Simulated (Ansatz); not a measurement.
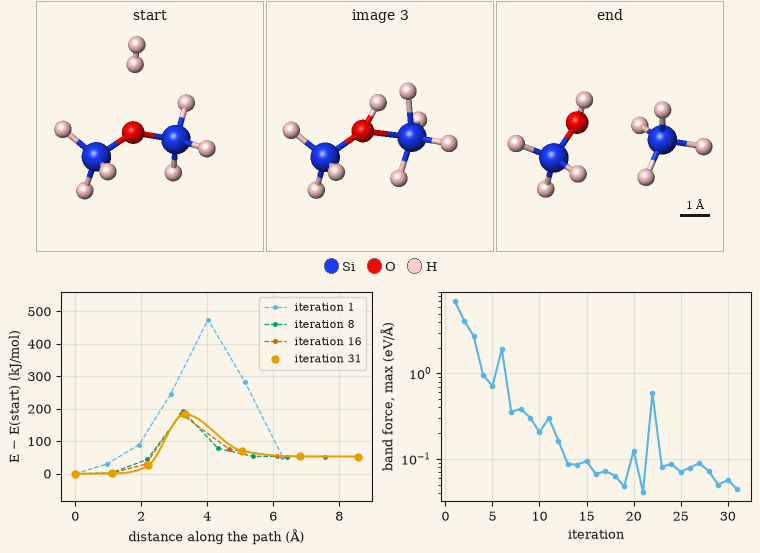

NEB run on Si2H8O, made up of Si2H6O and H2. Images are numbered from 0 (start) to 6 (end). The plot follows the band through its iterations. A ball-and-stick model, seen at a tilt.

These are results of Ansatz 0.2.0, RKS PBE/def2-SVP, not measurements. Run with 5 movable images; climbing image; force threshold 0.05 eV/Å; iteration limit 60; spring constant 20.0 eV/Å²; starting path through a guess of the saddle point.

Question: Judge this run.

Answer: The run is converged, with reservations. The band converged in 31 iterations. The largest component of the band force went from 7 to 0.044 eV/Å. The climbing image converged on the top of the path. Its curvatures weren't checked. The first iteration put the highest image at 475.2 kJ/mol. The energy climbs by 183.6 kJ/mol to image 3 and then falls by 130.7 kJ/mol, so the end point sits at +52.9 kJ/mol.

Limits of the set-up: the start holds two separate molecules, 2.6 Å apart at their closest, whose relative position is a soft coordinate and is computed without a dispersion correction.

The run took 3.1 min on 2 threads of Arm Neoverse V1, on a shared host, peak memory 0.12 GiB.
